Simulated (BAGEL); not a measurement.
# AlH (SMILES [AlH]): NEVPT2(4,5)/6-31G(d) (density fitting with cc-pvqz-jkfit, spherical functions)

What is the vertical ionisation energy of AlH at NEVPT2(4,5)/6-31G* (density fitting with cc-pvqz-jkfit, spherical functions)? 

The calculation is run with BAGEL 1.2.2.

4 further runs of the same task are left out: 4 set aside as unsound or not needed.

### Step 1. The structure to begin with

AlH has 2 atoms, charge 0, and is taken as a singlet. SMILES: `[AlH]`. Geometry: relaxed at PBE0-D4/def2-TZVP.

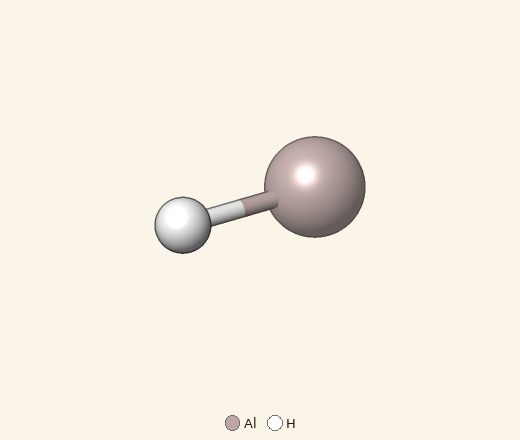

The structure, seen from a chosen angle (aluminium light grey, hydrogen white).

### Step 2. A single-point energy at NEVPT2(4,5)/6-31G(d) (density fitting with cc-pvqz-jkfit, spherical functions)

File input.json:

```json
{ "bagel": [

{
  "title": "molecule",
  "basis": "6-31gs.json",
  "df_basis": "cc-pvqz-jkfit",
  "angstrom": true,
  "geometry": [
    { "atom": "Al", "xyz": [    0.000000,    0.000000,   -0.025640 ] },
    { "atom": "H", "xyz": [    0.000000,    0.000000,    1.639110 ] }
  ]
},
{ "title": "hf" },
{ "title": "nevpt2", "nstate": 1, "nact": 5, "nclosed": 5, "maxiter": 200, "natocc": true, "ncore": 5 },
{ "title": "print", "file": "orbitals.molden", "orbitals": true }

]}
```

The basis set 6-31G* is read from a file made from the Basis Set Exchange's data (not shown).

The run is started by

```sh
$ BAGEL_NUM_THREADS=1 BAGEL input.json > input.out
```

The log of the run:

```text
* using 1 threads per process

  ===============================================================
  ===============================================================

  *** Geometry ***

  { "atom" : "Al", "xyz" : [      0.000000,      0.000000,     -0.048453 ] },
  { "atom" : "H", "xyz" : [      0.000000,      0.000000,      3.097469 ] },

  Number of auxiliary basis functions:      199

  Since a DF basis is specified, we compute 2- and 3-index integrals:
    o Being stored without compression. Storage requirement is 0.001 GB

  Number of basis functions:       20
  Number of electrons      :       14

    * METHOD: MOLECULE                             0.02

  *** RHF ***

  === Nuclear Repulsion ===
     4.1323344278

      * DIIS with orbital gradients will be used.

  === RHF iteration (6-31gs.json) ===
      0       -242.42349933          0.00818974           0.00
      1       -242.43596466          0.00242201           0.00
      2       -242.43714354          0.00066793           0.00
      3       -242.43725213          0.00005032           0.00
      4       -242.43725355          0.00000846           0.00
      5       -242.43725360          0.00000050           0.00
      6       -242.43725360          0.00000008           0.00
      7       -242.43725360          0.00000001           0.00
    * SCF iteration converged.

    * Permanent dipole moment:
           (    0.000000,     0.000000,    -0.158660) a.u.

    * METHOD: HF                                   0.03

    * freezing 5 orbitals
  ---------------------------
      CASSCF calculation
  ---------------------------

    * nstate   :      1
    * nclosed  :      5
    * nact     :      5
    * nvirt    :     10
  === CASSCF iteration (6-31gs.json) ===

    * Using the second-order algorithm

      0  0      -242.44956943     3.24e-03      0.00

      1  0      -242.47695695     3.24e-03      0.01

      2  0      -242.48003653     9.83e-04      0.01

      3  0      -242.48007632     3.21e-04      0.01

      4  0      -242.48008054     1.16e-04      0.01

      5  0      -242.48008112     4.28e-05      0.01

      6  0      -242.48008121     1.60e-05      0.01

      7  0      -242.48008122     5.98e-06      0.01

      8  0      -242.48008122     2.25e-06      0.01

      9  0      -242.48008122     8.43e-07      0.01

     10  0      -242.48008122     3.17e-07      0.01

     11  0      -242.48008122     1.19e-07      0.01

     12  0      -242.48008122     4.45e-08      0.01

     13  0      -242.48008122     1.67e-08      0.01

     14  0      -242.48008122     6.37e-09      0.01

    * Second-order optimization converged. *

     guess   0:   closed 11...                open .....

  === FCI iteration ===

      0  0      -242.43655862     1.81e-02      0.00
      1  0      -242.47793467     5.19e-03      0.00
      2  0      -242.48004750     6.52e-04      0.00
      3  0      -242.48008011     1.08e-04      0.00
      4  0      -242.48008121     1.23e-05      0.00
      5  0      -242.48008122     1.60e-06      0.00
      6  0      -242.48008122     2.76e-07      0.00
      7  0      -242.48008122     4.09e-08      0.00
      8  0      -242.48008122     5.02e-09      0.00
      9  0      -242.48008122     2.68e-10      0.00
     10  0 *    -242.48008122     5.98e-12      0.00

     * ci vector, state   0, <S^2> = 0.0000
       22...     0.9645982462
       2.2..    -0.1704319320
       2..2.    -0.1704319320
       .2..2    -0.0928712508

  === DF-NEVPT2 calculation ===

    * 3-index integral transformation done
    * assembly done

      NEVPT2 correlation energy:   -0.0112786039      0.00

          (+0)      0.0000000000
          (+0)'     0.0000000000
          (+1)      0.0000000000
          (+1)'     0.0000000000
          (+2)      0.0000000000
          (-1)      0.0000000000
          (-1)'    -0.0049382681
          (-2)     -0.0063403358

      NEVPT2 total energy:       -242.4913598238

    * METHOD: NEVPT2                               0.21

    * METHOD: PRINT                                0.00

  ===============================================================
```

Run time: 0.42 s. Hardware: 1 thread of Arm Neoverse V2, shared host.

### Step 3. The doublet cation

File nevpt2.json:

```json
{ "bagel": [

{
  "title": "molecule",
  "basis": "6-31gs.json",
  "df_basis": "cc-pvqz-jkfit",
  "angstrom": true,
  "geometry": [
    { "atom": "Al", "xyz": [    0.000000,    0.000000,   -0.025640 ] },
    { "atom": "H", "xyz": [    0.000000,    0.000000,    1.639110 ] }
  ]
},
{
  "title": "hf",
  "charge": 2
},
{
  "title": "casscf",
  "nstate": 1,
  "nact": 5,
  "nclosed": 5,
  "charge": 1,
  "nspin": 1,
  "maxiter": 200,
  "natocc": true
},
{
  "title": "nevpt2",
  "nstate": 1,
  "nact": 5,
  "nclosed": 5,
  "charge": 1,
  "nspin": 1,
  "maxiter": 200,
  "natocc": true,
  "ncore": 5
},
{
  "title": "print",
  "file": "orbitals.molden",
  "orbitals": true
}

]}
```

The basis set 6-31G* is read from a file made from the Basis Set Exchange's data (not shown).

The run is started by

```sh
$ BAGEL_NUM_THREADS=1 BAGEL nevpt2.json > nevpt2.out
```

The log of the run:

```text
* using 1 threads per process

  ===============================================================
  ===============================================================

  *** Geometry ***

  { "atom" : "Al", "xyz" : [      0.000000,      0.000000,     -0.048453 ] },
  { "atom" : "H", "xyz" : [      0.000000,      0.000000,      3.097469 ] },

  Number of auxiliary basis functions:      199

  Since a DF basis is specified, we compute 2- and 3-index integrals:
    o Being stored without compression. Storage requirement is 0.001 GB

  Number of basis functions:       20
  Number of electrons      :       14

    * METHOD: MOLECULE                             0.02

  *** RHF ***

  === Nuclear Repulsion ===
     4.1323344278

      * DIIS with orbital gradients will be used.

  === RHF iteration (6-31gs.json) ===
      0       -241.53920119          0.01400871           0.00
      1       -241.56052532          0.00243631           0.00
      2       -241.56141278          0.00037039           0.00
      3       -241.56142956          0.00004012           0.00
      4       -241.56142968          0.00000512           0.00
      5       -241.56142968          0.00000030           0.00
      6       -241.56142968          0.00000003           0.00
      7       -241.56142968          0.00000000           0.00
    * SCF iteration converged.

    * Permanent dipole moment:
           (    0.000000,     0.000000,     0.651354) a.u.

    * METHOD: HF                                   0.03

  ---------------------------
      CASSCF calculation
  ---------------------------

    * nstate   :      1
    * nclosed  :      5
    * nact     :      5
    * nvirt    :     10
  === CASSCF iteration (6-31gs.json) ===

    * Using the second-order algorithm

      0  0      -242.18151447     1.59e-02      0.00

      1  0      -242.19741124     1.63e-03      0.01

      2  0      -242.19821325     3.87e-04      0.01

      3  0      -242.19822766     9.72e-05      0.01

      4  0      -242.19822860     2.43e-05      0.01

      5  0      -242.19822868     6.19e-06      0.01

      6  0      -242.19822868     1.61e-06      0.01

      7  0      -242.19822868     4.24e-07      0.01

      8  0      -242.19822868     1.14e-07      0.01

      9  0      -242.19822868     3.09e-08      0.01

     10  0      -242.19822868     8.59e-09      0.01

    * Second-order optimization converged. *

     guess   0:   closed 1....                open .1...

  === FCI iteration ===

      0  0      -242.16264396     2.34e-02      0.00
      1  0      -242.19609788     5.62e-03      0.00
      2  0      -242.19803089     1.42e-03      0.00
      3  0      -242.19821173     4.23e-04      0.00
      4  0      -242.19822784     1.28e-04      0.00
      5  0      -242.19822867     1.66e-05      0.00
      6  0      -242.19822868     1.47e-06      0.00
      7  0      -242.19822868     1.42e-07      0.00
      8  0      -242.19822868     1.04e-08      0.00
      9  0      -242.19822868     3.57e-10      0.00
     10  0 *    -242.19822868     7.20e-16      0.00

     * ci vector, state   0, <S^2> = 0.7500
       2a...     0.9756144483
       aba..    -0.1145146602
       .a2..     0.0743917666
       a...2     0.0713136025
       a..2.     0.0713136025
       .a.2.     0.0664185733
       .a..2     0.0664185733
       aab..    -0.0588582864
       baa..    -0.0556563738

    * METHOD: CASSCF                               0.11

    * freezing 5 orbitals

  === DF-NEVPT2 calculation ===

    * 3-index integral transformation done
    * assembly done

      NEVPT2 correlation energy:   -0.0065266211      0.00

          (+0)      0.0000000000
          (+0)'     0.0000000000
          (+1)      0.0000000000
          (+1)'     0.0000000000
          (+2)      0.0000000000
          (-1)      0.0000000000
          (-1)'    -0.0040898560
          (-2)     -0.0024367652

      NEVPT2 total energy:       -242.2047553048

    * METHOD: NEVPT2                               0.03

    * METHOD: PRINT                                0.00

  ===============================================================
```

Run time: 0.34 s. Hardware: 1 thread of Arm Neoverse V2, shared host.

### Step 4. What came out

At NEVPT2(4,5)/6-31G* (density fitting with cc-pvqz-jkfit, spherical functions), 5 core orbitals frozen:

| quantity | value |
| --- | --- |
| singlet AlH: total energy | -242.49136 Eh |
| doublet cation: total energy | -242.20476 Eh |
| vertical ionisation energy (to the doublet cation) | 7.799 eV |

What this shows: Removing an electron at fixed nuclei costs 7.80 eV (752 kJ/mol).
